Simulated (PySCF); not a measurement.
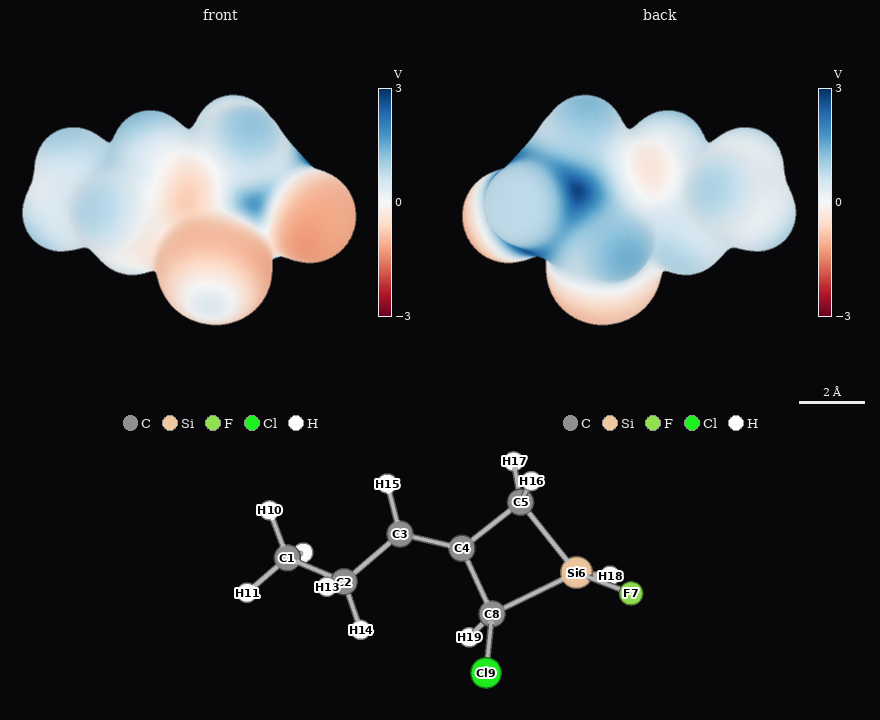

*C₆H₁₀ClFSi. The molecular electrostatic potential painted on the density surface at 0.004 e/bohr³, seen from the front and from behind; the colour scale runs from red (negative) to blue (positive). The bare structure is drawn below in the same view.*

Geometry: GFN2-xTB.

Theory: PySCF 2.14.0, PBE0/pcSseg-1, SCF density, gas phase, non-relativistic.

```xyz
19

C     2.9774    0.2192   -0.2533
C     1.7018   -0.0731   -1.0417
C     0.5554    0.7408   -0.5319
C    -0.6238    0.2694   -0.1656
C    -1.8225    1.0433    0.3564
Si   -2.8035   -0.5760    0.5842
F    -4.0723   -0.7425   -0.3909
C    -1.1218   -1.1572   -0.1553
Cl   -1.1980   -1.8791   -1.8018
H     3.2422    1.2718   -0.3301
H     3.8052   -0.3732   -0.6361
H     2.8368   -0.0228    0.7983
H     1.8679    0.1752   -2.0945
H     1.4643   -1.1354   -0.9840
H     0.7366    1.8069   -0.4638
H    -2.2254    1.7313   -0.3873
H    -1.5905    1.6304    1.2431
H    -3.2428   -1.0855    1.8656
H    -0.4970   -1.8342    0.4267
```

Question: Which sites attract a positive test charge, and which a negative one?

Answer: A positive charge is drawn to the negative regions and a negative charge to the positive ones. The most negative region (about −1.3 V) lies over F7, the most positive (about +2.6 V) over Si6. Cl9 shows a σ-hole: about +0.3 V at the tip opposite its bond, against about −0.7 V on its flanks.
